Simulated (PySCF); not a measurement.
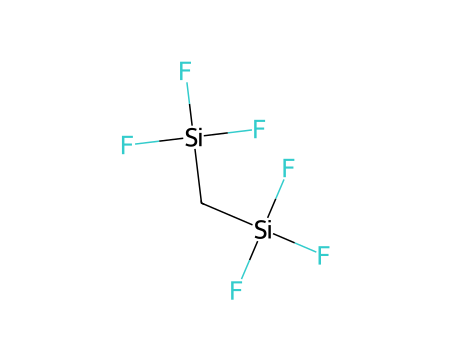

Structural formula above. The computed structure is the end point of a PBE0-D3(BJ)/def2-SVP optimisation. No frequency run is at hand to confirm it as a minimum.

Describe the 3D structure.

Formula CH2F6Si2. Its SMILES string is `F[Si](F)(F)C[Si](F)(F)F`. It has no ring. Coordination: 2 Si tetrahedral; 1 C tetrahedral.

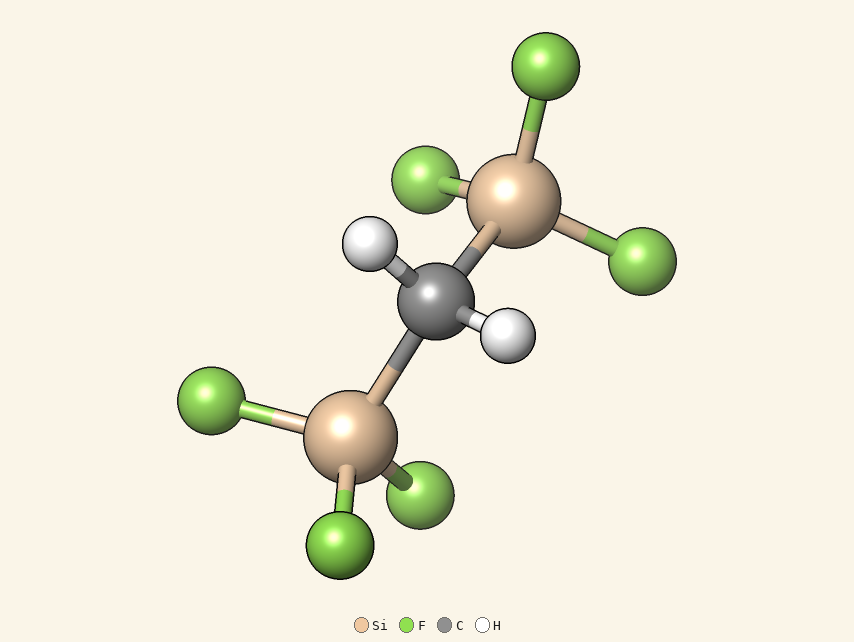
